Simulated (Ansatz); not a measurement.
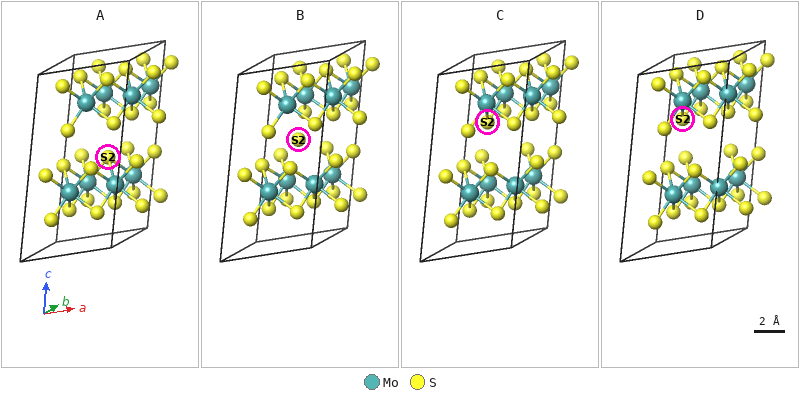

4 geometries from a converged minimum-energy path of a defect cell of composition Mo8S15 with an S vacancy (23 atoms in the cell), shuffled. The picture is a ball-and-stick view of the reduced simulation cell (origin moved), seen slightly off an axis. The moving atom is ringed, with any periodic copies. Lengths and directions refer to the drawn axes. Bonds to atoms that aren't drawn are left out.

Level of theory: Ansatz, DFT, PAW plane waves, PBEsol. Settings: plane-wave cutoff 420 eV; k-point mesh 3 × 3 × 3; cold smearing 0.15 eV; 3 movable images; climbing image; force threshold 0.1 eV/Å; iteration limit 40.

Question: Which of them lies highest in energy?

Answer: B. In order along the path, whose images run from 0 to 4: D (image 0, 0.00 eV), C (image 1, +0.27 eV), B (image 2, +3.89 eV), A (image 3, +0.25 eV). It is a vacancy jump: a nearby atom moves into the empty site and leaves its own site empty. An S atom travels furthest, 3.50 Å from end to end, roughly along [3 0 −2], on a path that bends up to 0.15 Å away from the straight line. At the highest image its nearest neighbour (S) is 2.96 Å away, against 2.39 Å at the start, and the surrounding atoms stand up to 0.44 Å off the mean of their end positions.

Limits of the set-up: the periodic images lie only 6.3 Å apart, so the values are limited by the cell's size.

The run took 7.8 min on 4 threads of Intel(R) Xeon(R) 6975P-C (Granite Rapids), on a shared host, peak memory 3.2 GiB.
